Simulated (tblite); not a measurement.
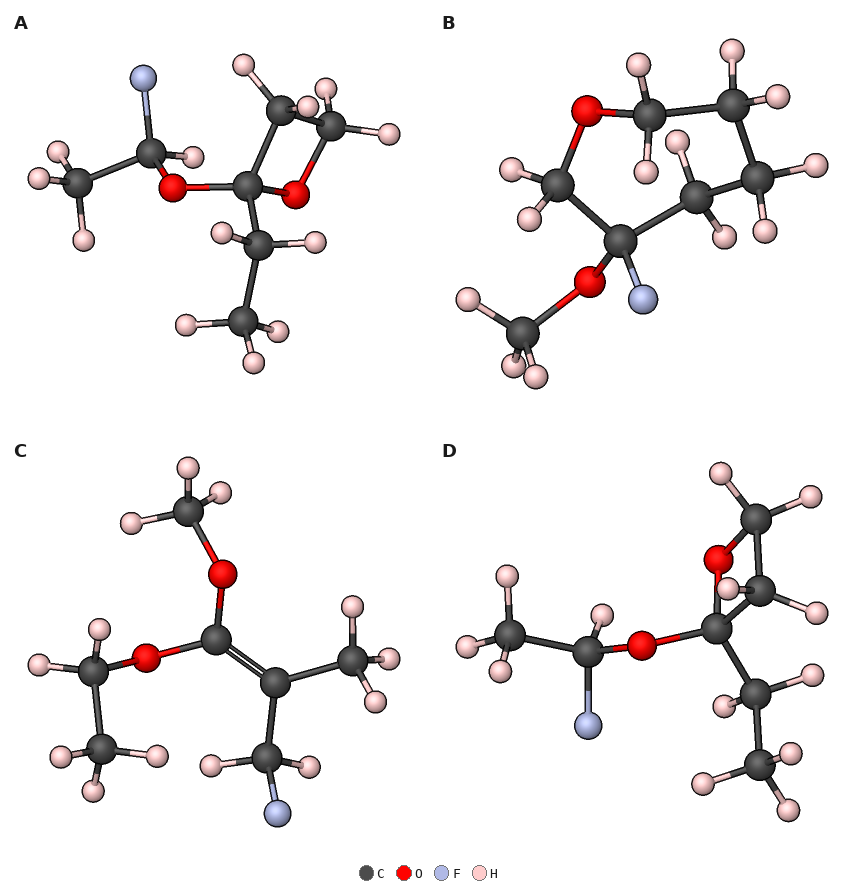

The picture comes from a calculation with tblite.

### Which panel belongs to which SMILES?
(1) CO[C@@]1(F)CCCCOC1
(2) CCO/C(OC)=C(/C)CF
(3) CC[C@@]1(O[C@@H](C)F)CCO1
(4) CC[C@@]1(O[C@H](C)F)CCO1

A is (3), B is (1), C is (2), D is (4).
